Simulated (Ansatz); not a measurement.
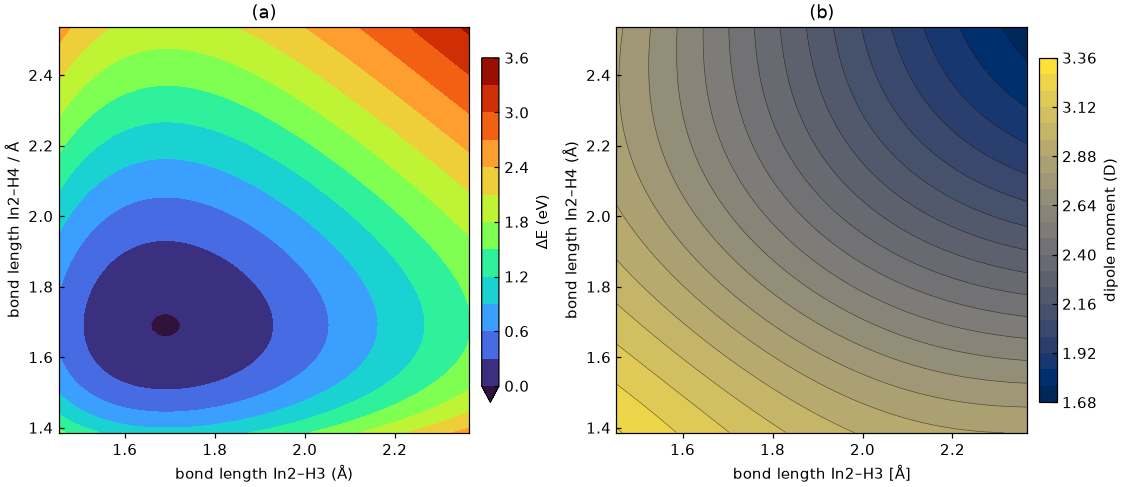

ClH₂In, SMILES [Cl][InH2]. First axis: bond length In2–H3. Second axis: bond length In2–H4. Nothing is relaxed (all other coordinates rigid). Grid: 15 × 15 points. Energies: eV, counted from the lowest grid point. The restricted reference is unstable at some or all points, so the energies there are unreliable. Method: RHF-MP2, frozen core/def2-TZVP in Ansatz.

Panel (a) is the energy and panel (b) the computed dipole moment on the same grid.

The picture shows filled contours. Between grid points the surface is interpolated.

> How does the dipole moment vary over the map, and what is it at the lowest grid point?

Leaving out the highest fifth of the energies, it runs from 2.05 D at bond length In2–H3 = 2.170 Å, bond length In2–H4 = 2.207 Å to 3.29 D at bond length In2–H3 = 1.453 Å, bond length In2–H4 = 1.386 Å. At the lowest grid point, bond length In2–H3 = 1.714 Å, bond length In2–H4 = 1.714 Å, it is 2.85 D.
